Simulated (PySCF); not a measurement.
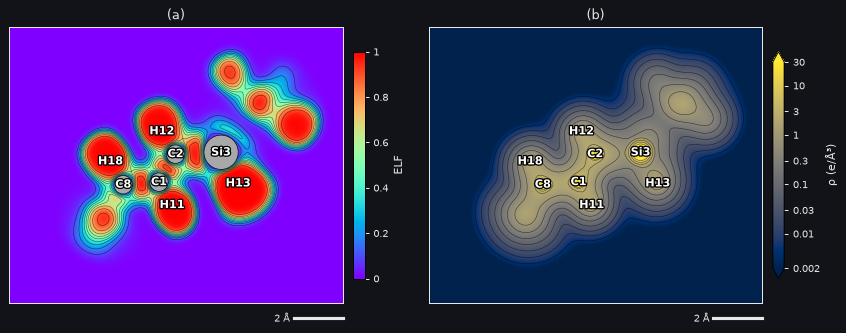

C7H12OSSi. (a) ELF; (b) total electron density on the plane of atoms Si3, C2 and H12. Grey discs cover the atomic cores in the ELF map.

Geometry: GFN2-xTB.

These are results of PBE0/pcSseg-1, SCF density, gas phase, non-relativistic (PySCF 2.14.0), not measurements.

Input file:

```
{"job": {"kind": "nmr", "xc": "PBE0", "basis": "pcSseg-1"}, "charge": 0, "multiplicity": 1}
C      1.397041    -0.146581     0.165756
C      0.203757     0.322227    -0.187360
Si    -1.382963    -0.599288     0.127304
O     -2.526491     0.329195     0.830716
C     -3.697749     0.602389     0.117472
C     -4.004212    -0.517372    -0.864831
S     -2.458458    -0.986927    -1.703025
C      2.668343     0.538840    -0.073211
C      3.901767    -0.278603    -0.371875
C      3.776174     0.409487     0.943553
H      1.467872    -1.100225     0.671799
H      0.158808     1.279603    -0.694631
H     -1.270559    -1.825949     0.906563
H     -3.569761     1.548196    -0.421998
H     -4.514489     0.713213     0.837805
H     -4.376788    -1.398575    -0.342847
H     -4.721232    -0.206291    -1.620508
H      2.577124     1.491083    -0.580946
H      3.794721    -1.352206    -0.400254
H      4.599896     0.110087    -1.096949
H      4.384833     1.279151     1.136733
H      3.581954    -0.192069     1.818314
```

Run with:

```sh
OMP_NUM_THREADS=1 python probes_run.py task.json out
```

Question: Interpret the plot.

Answer: Atoms in the plane: C, Si and H. C–C (1.33 Å): ρ at the midpoint is about 2.3 e/Å³; the ELF peaks at about 0.95 between the atoms (a short, multiple covalent bond). C–Si (1.86 Å): ρ is about 0.98 e/Å³ halfway; the ELF peaks at about 0.95 between the atoms, as expected for a shared electron pair. C–H (1.08 Å): ρ at the midpoint is about 2 e/Å³; the ELF climbs to about 1 towards the hydrogen, as it does in any bond to H: an ordinary covalent bond to hydrogen.
